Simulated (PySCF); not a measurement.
C₅H₁₃FGeSi, SMILES [CH3][Ge]([CH3])([CH3])/[CH]=C/[SiH2]F at its GFN2-xTB optimised geometry (Å):

```
21

Si    -1.4683     2.2729     0.9266
F     -0.9811     2.9313    -0.4629
C     -0.8489     0.5021     0.9556
C     -0.1087    -0.0547     0.0000
Ge     0.5452    -1.9145     0.0000
C     -0.1249    -2.8736     1.6064
C     -0.0991    -2.8256    -1.6465
C      2.5347    -1.9145     0.0000
H     -0.8637     3.1036     1.9594
H     -2.9218     2.3616     0.8816
H     -1.1177    -0.1043     1.8133
H      0.1608     0.5478    -0.8593
H      0.2229    -3.9027     1.6011
H     -1.2109    -2.8857     1.6282
H      0.2302    -2.4037     2.5192
H      0.2578    -2.3152    -2.5360
H      0.2581    -3.8506    -1.6782
H     -1.1842    -2.8426    -1.6790
H      2.9212    -1.4503     0.9022
H      2.9218    -1.3674    -0.8545
H      2.9132    -2.9313    -0.0487
```

Computed with PySCF with B3LYP/def2-SVP. Cells within 0.4 Å of a nucleus heavier than hydrogen are left out (blank, or x).

Map of the electron localisation function on the plane z = 0.8 Å:

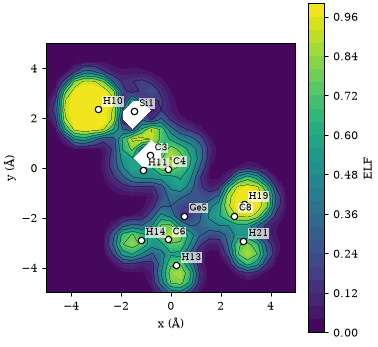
Fig. 1. Electron localisation function on the plane z = 0.8 Å.
